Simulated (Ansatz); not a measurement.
Ge2H (charge −1)

```xyz
3

Ge    0.2951   -0.1754    0.0939
Ge   -0.1317   -0.6691    2.1878
H     0.6233    0.1699   -1.4138
```

Geometry: PBE-D4/def2-TZVPD.

Computed with RKS PBE0-D4/def2-TZVPD in Ansatz 0.2.0.

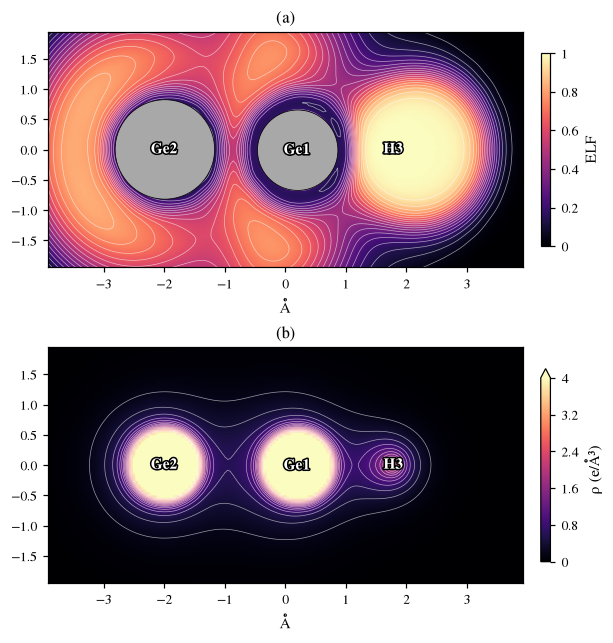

Figure 1. (a) ELF; (b) electron density on a plane that holds the molecular axis. Grey discs cover the atomic cores in the ELF map.

Interpret the plot.

Atoms in the plane: Ge and H.
Ge–Ge (2.19 Å): ρ is about 0.61 e/Å³ halfway; the ELF reaches about 0.55 near the midpoint.
Ge–H (1.58 Å): the density is about 0.93 e/Å³ at the midpoint; the ELF climbs to about 1 towards the hydrogen.
The ELF also peaks beside Ge2, away from the bonds: lone-pair regions.

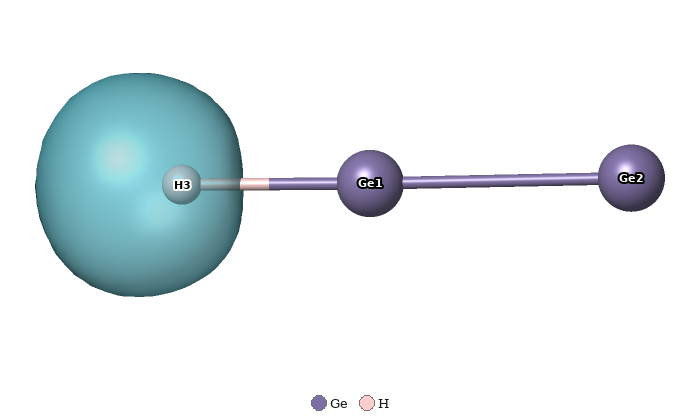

Figure 2. Isosurface of the ELF at 0.9 (cyan), seen from one side. Only the valence region is drawn (cores and ρ < 0.01 e/Å³ removed).

Identify the bonds, lone pairs and shells in this picture.

At this value the surface marks out one region around a hydrogen nucleus.

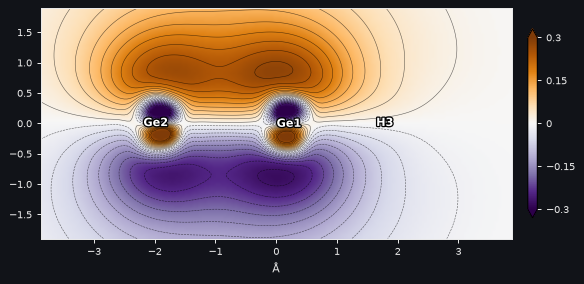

Figure 3. The HOMO on a plane that holds the molecular axis (values in Å⁻³ᐟ²; the overall sign is arbitrary).

What is the character of this orbital?

It lies mainly on Ge1 (about 50 %) and Ge2 (about 45 %); π-bonding across Ge1–Ge2. It is one of a degenerate set, so its orientation is arbitrary. Its energy is −0.06 eV.
